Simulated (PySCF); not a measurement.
# SnCl2 (SMILES [Cl][Sn][Cl]): FCI/STO-3G

What is the vertical singlet–triplet gap of SnCl2 at FCI/STO-3G? The job is set up through a Python script.

Program for the calculation: PySCF 2.14.0.

12 further runs of the same task are left out: 3 that didn't finish, 9 set aside as unsound or not needed.

### Step 1. The structure to begin with

SnCl2: 3 atoms, total charge 0, spin state singlet. SMILES: `[Cl][Sn][Cl]`. The shape is that of a PBE0-D4/def2-TZVP optimisation.

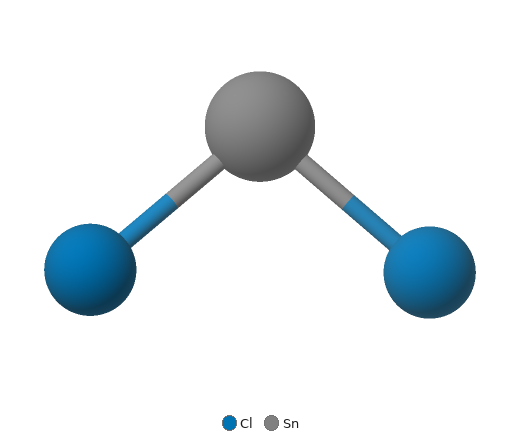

Viewed from a chosen angle; chlorine blue, tin grey.

### Step 2. A single-point energy at FCI/STO-3G

File input.py:

```python
from pyscf import gto, mcscf
from pyscf import fci

mol = gto.M(
    atom='''
Cl   1.154200   1.220700   0.756000
Sn  -0.796900   0.518900  -0.376600
Cl  -0.368200  -1.804500  -0.392600
''',
    max_memory=1860,
    basis='sto-3g',
    spin=0,
    verbose=4,
)

mf = mol.RHF()
mf.conv_tol = 1e-10
mf.kernel()
if not mf.converged:
    mf = mf.newton().run(mf.mo_coeff, mf.mo_occ)

cas = mcscf.CASCI(mf, mf.mo_coeff.shape[-1] - 28, (mol.nelec[0] - 28, mol.nelec[1] - 28))  # full CI above the frozen core
cas.fcisolver = fci.direct_spin0.FCI(mol)  # even spin states alone
cas.kernel()
print('<S^2> = %.4f' % cas.fcisolver.spin_square(cas.ci, cas.ncas, cas.nelecas)[0])
e_tot = cas.e_tot
print('Final energy', e_tot)
```

Started as:

```console
OMP_NUM_THREADS=1 python input.py
```

The program printed:

```text
PySCF version 2.14.0

[INPUT] num. atoms = 3
[INPUT] num. electrons = 84
[INPUT] charge = 0
[INPUT] spin (= nelec alpha-beta = 2S) = 0
[INPUT] symmetry False subgroup None
[INPUT] Mole.unit = angstrom
[INPUT] Symbol           X                Y                Z      unit          X                Y                Z       unit  Magmom
[INPUT]  1 Cl     1.154200000000   1.220700000000   0.756000000000 AA    2.181121892973   2.306788680257   1.428632950171 Bohr   0.0
[INPUT]  2 Sn    -0.796900000000   0.518900000000  -0.376600000000 AA   -1.505922748666   0.980578886037  -0.711670858511 Bohr   0.0
[INPUT]  3 Cl    -0.368200000000  -1.804500000000  -0.392600000000 AA   -0.695797159065  -3.410010791778  -0.741906476504 Bohr   0.0

nuclear repulsion = 423.522351831536
number of shells = 21
number of NR pGTOs = 135
number of NR cGTOs = 45
basis = sto-3g
ecp = {}

******** <class 'pyscf.scf.hf.RHF'> ********
method = RHF
initial guess = minao
damping factor = 0
level_shift factor = 0
DIIS = <class 'pyscf.scf.diis.CDIIS'>
diis_start_cycle = 1
diis_space = 8
diis_damp = 0
SCF conv_tol = 1e-10
SCF conv_tol_grad = None
SCF max_cycles = 50
direct_scf = True
direct_scf_tol = 1e-13
Set gradient conv threshold to 1e-05
Initial guess from minao.
init E= -6854.83492768038
  HOMO = -0.560835407469862  LUMO = -0.335714805481473  gap/eV = 6.12584
cycle= 1 E= -6872.5732674902  delta_E= -17.7  |g|= 0.218  |ddm|= 2.21
  HOMO = -0.266450616739367  LUMO = 0.0914439871697225  gap/eV = 9.73881
cycle= 2 E= -6872.58714132289  delta_E= -0.0139  |g|= 0.0308  |ddm|= 0.407
  HOMO = -0.260025758262142  LUMO = 0.102278510920983  gap/eV = 9.85880
cycle= 3 E= -6872.58793021831  delta_E= -0.000789  |g|= 0.00795  |ddm|= 0.11
  HOMO = -0.261377738462606  LUMO = 0.100608300958463  gap/eV = 9.85014
cycle= 4 E= -6872.58801691603  delta_E= -8.67e-05  |g|= 0.00209  |ddm|= 0.0412
  HOMO = -0.260809133009317  LUMO = 0.101392127990701  gap/eV = 9.85600
cycle= 5 E= -6872.58802396909  delta_E= -7.05e-06  |g|= 0.000409  |ddm|= 0.0126
  HOMO = -0.260842876530188  LUMO = 0.101362655951498  gap/eV = 9.85611
cycle= 6 E= -6872.58802420787  delta_E= -2.39e-07  |g|= 4.42e-05  |ddm|= 0.00204
  HOMO = -0.260835053070801  LUMO = 0.101371633880941  gap/eV = 9.85615
cycle= 7 E= -6872.58802421053  delta_E= -2.66e-09  |g|= 6.74e-06  |ddm|= 0.000206
  HOMO = -0.260834495608576  LUMO = 0.101371198222657  gap/eV = 9.85612
cycle= 8 E= -6872.58802421056  delta_E= -2.91e-11  |g|= 6.96e-07  |ddm|= 2.9e-05
  HOMO = -0.260834505333994  LUMO = 0.101371169106275  gap/eV = 9.85612
Extra cycle  E= -6872.58802421055  delta_E= 7.28e-12  |g|= 2.7e-07  |ddm|= 1.99e-06
converged SCF energy = -6872.58802421055

******** <class 'pyscf.mcscf.casci.CASCI'> ********
CAS (14e+14e, 17o), ncore = 28, nvir = 0
natorb = False
canonicalization = True
sorting_mo_energy = False
******** <class 'pyscf.fci.direct_spin0.FCISolver'> ********
max. cycles = 100
conv_tol = 1e-10
davidson only = False
linear dependence = 1e-14
level shift = 0.001
max iter space = 12
nroots = 1
pspace_size = 400
spin = None
Density matrix diagonal elements [1.99910225 1.99902046 1.99991035 1.99993087 1.99992788 1.99961384
 1.99969091 1.98043753 1.98513792 1.9964174  1.98895913 1.99383776
 1.99487324 1.93396535 0.06597092 0.03594372 0.02726046]
CASCI converged
CASCI E = -6872.63312963207  E(CI) = -149.126272593229  S^2 = 0.0000000
<S^2> = 0.0000
Final energy -6872.633129632073
```

Run time: 3.9 s. Hardware: 1 thread of AMD EPYC 9R45 (Zen 5), shared host; peak memory 0.22 GiB.

### Step 3. The triplet

File run.py:

```python
from pyscf import gto, scf, mcscf

mol = gto.Mole()
mol.atom = '''
Cl     1.154200     1.220700     0.756000
Sn    -0.796900     0.518900    -0.376600
Cl    -0.368200    -1.804500    -0.392600
'''
mol.spin = 2
mol.charge = 0
mol.verbose = 4
mol.basis = 'sto-3g'
mol.max_memory = 1860
mol.build()

mf = scf.ROHF(mol)
mf.conv_tol = 1e-10
mf.kernel()
if not mf.converged:
    mf = mf.newton().run(mf.mo_coeff, mf.mo_occ)

cas = mcscf.CASCI(mf, mf.mo_coeff.shape[-1] - 28, (mol.nelec[0] - 28, mol.nelec[1] - 28))  # full CI above the frozen core
cas.fix_spin_(ss=2.0)
cas.kernel()
e_final = cas.e_tot
print(f'total energy: {e_final:.8f} hartree')
```

Started as:

```console
OMP_NUM_THREADS=1 python run.py
```

The program printed:

```text
PySCF version 2.14.0

[INPUT] num. atoms = 3
[INPUT] num. electrons = 84
[INPUT] charge = 0
[INPUT] spin (= nelec alpha-beta = 2S) = 2
[INPUT] symmetry False subgroup None
[INPUT] Mole.unit = angstrom
[INPUT] Symbol           X                Y                Z      unit          X                Y                Z       unit  Magmom
[INPUT]  1 Cl     1.154200000000   1.220700000000   0.756000000000 AA    2.181121892973   2.306788680257   1.428632950171 Bohr   0.0
[INPUT]  2 Sn    -0.796900000000   0.518900000000  -0.376600000000 AA   -1.505922748666   0.980578886037  -0.711670858511 Bohr   0.0
[INPUT]  3 Cl    -0.368200000000  -1.804500000000  -0.392600000000 AA   -0.695797159065  -3.410010791778  -0.741906476504 Bohr   0.0

nuclear repulsion = 423.522351831536
number of shells = 21
number of NR pGTOs = 135
number of NR cGTOs = 45
basis = sto-3g
ecp = {}

******** <class 'pyscf.scf.rohf.ROHF'> ********
method = ROHF
initial guess = minao
damping factor = 0
level_shift factor = 0
DIIS = <class 'pyscf.scf.diis.CDIIS'>
diis_start_cycle = 1
diis_space = 8
diis_damp = 0
SCF conv_tol = 1e-10
SCF conv_tol_grad = None
SCF max_cycles = 50
direct_scf = True
direct_scf_tol = 1e-13
num. doubly occ = 41  num. singly occ = 2
Set gradient conv threshold to 1e-05
init E= -6854.83492768038
  HOMO = -0.335714805481535  LUMO = -0.182866440306348  gap/eV = 4.15922
cycle= 1 E= -6872.51117476407  delta_E= -17.7  |g|= 0.196  |ddm|= 1.92
  HOMO = -0.000152098150899893  LUMO = 0.275599875786881  gap/eV = 7.50359
cycle= 2 E= -6872.53299260311  delta_E= -0.0218  |g|= 0.0347  |ddm|= 0.376
  HOMO = -0.0108631264113937  LUMO = 0.270249587095922  gap/eV = 7.64947
cycle= 3 E= -6872.53552200663  delta_E= -0.00253  |g|= 0.00956  |ddm|= 0.147
  HOMO = -0.00746403533691664  LUMO = 0.272180243072357  gap/eV = 7.60951
cycle= 4 E= -6872.53572026646  delta_E= -0.000198  |g|= 0.00206  |ddm|= 0.0494
  HOMO = -0.00802669256120886  LUMO = 0.271907708860388  gap/eV = 7.61740
cycle= 5 E= -6872.53572469981  delta_E= -4.43e-06  |g|= 0.000547  |ddm|= 0.00635
  HOMO = -0.0077939342291995  LUMO = 0.272075868382479  gap/eV = 7.61565
cycle= 6 E= -6872.53572509558  delta_E= -3.96e-07  |g|= 0.000134  |ddm|= 0.00188
  HOMO = -0.00781301050664157  LUMO = 0.27206212303126  gap/eV = 7.61579
cycle= 7 E= -6872.53572512096  delta_E= -2.54e-08  |g|= 2.88e-05  |ddm|= 0.000523
  HOMO = -0.00781561627522132  LUMO = 0.272058911580005  gap/eV = 7.61577
cycle= 8 E= -6872.53572512191  delta_E= -9.5e-10  |g|= 3.72e-06  |ddm|= 0.000104
  HOMO = -0.0078167498144186  LUMO = 0.272058543474844  gap/eV = 7.61579
cycle= 9 E= -6872.53572512193  delta_E= -1.91e-11  |g|= 4.63e-07  |ddm|= 1.49e-05
  HOMO = -0.00781675444305896  LUMO = 0.272058472785341  gap/eV = 7.61579
Extra cycle  E= -6872.53572512193  delta_E= 9.09e-13  |g|= 1.3e-07  |ddm|= 1.4e-06
converged SCF energy = -6872.53572512193

******** <class 'pyscf.mcscf.casci.CASCI'> ********
CAS (15e+13e, 17o), ncore = 28, nvir = 0
natorb = False
canonicalization = True
sorting_mo_energy = False
******** <class 'pyscf.fci.addons.SpinPenaltyFCISolver'> ********
max. cycles = 200
conv_tol = 1e-08
davidson only = True
linear dependence = 1e-12
level shift = 0.001
max iter space = 12
nroots = 1
pspace_size = 400
spin = None
Density matrix diagonal elements [1.99902886 1.99876466 1.99993503 1.99994808 1.99996015 1.99979265
 1.99959246 1.98074495 1.97812175 1.99732075 1.99359516 1.99815466
 1.99405343 1.00751499 1.00377887 0.02290107 0.02679247]
CASCI converged
CASCI E = -6872.56314819483  E(CI) = -149.076339197117  S^2 = 2.0000000
total energy: -6872.56314819 hartree
```

Run time: 4.8 s. Hardware: 1 thread of AMD EPYC 9R45 (Zen 5), shared host; peak memory 0.2 GiB.

### Step 4. Outcome

At FCI/STO-3G, 28 core orbitals frozen:

| quantity | value |
| --- | --- |
| singlet: total energy | -6872.63313 Eh |
| singlet: dipole moment (Hartree–Fock density) | 3.75 D |
| singlet: HOMO energy (Hartree–Fock orbitals) | -7.10 eV |
| singlet: LUMO energy (Hartree–Fock orbitals) | 2.76 eV |
| singlet: HOMO–LUMO gap (Hartree–Fock orbitals) | 9.86 eV |
| singlet: correlation energy (28 core orbitals frozen) | -45.1 mEh |
| triplet: total energy | -6872.56315 Eh |
| triplet: dipole moment (Hartree–Fock density) | 5.88 D |
| triplet: correlation energy (28 core orbitals frozen) | -27.4 mEh |
| vertical energy of the triplet above the singlet | 1.904 eV |

At this shape the triplet lies 1.90 eV (184 kJ/mol) above the singlet. In a minimal basis such a difference can be off by several eV, whatever the method. Mulliken charges (singlet) of the mean-field density run from -0.46 on Cl1 to +0.92 on Sn2; they depend strongly on the basis. Relativity is left out (singlet) although the molecule holds a heavy atom. Mulliken charges (triplet) of the mean-field density run from -0.42 on Cl1 to +0.83 on Sn2. Relativity is left out (triplet) although the molecule holds a heavy atom.
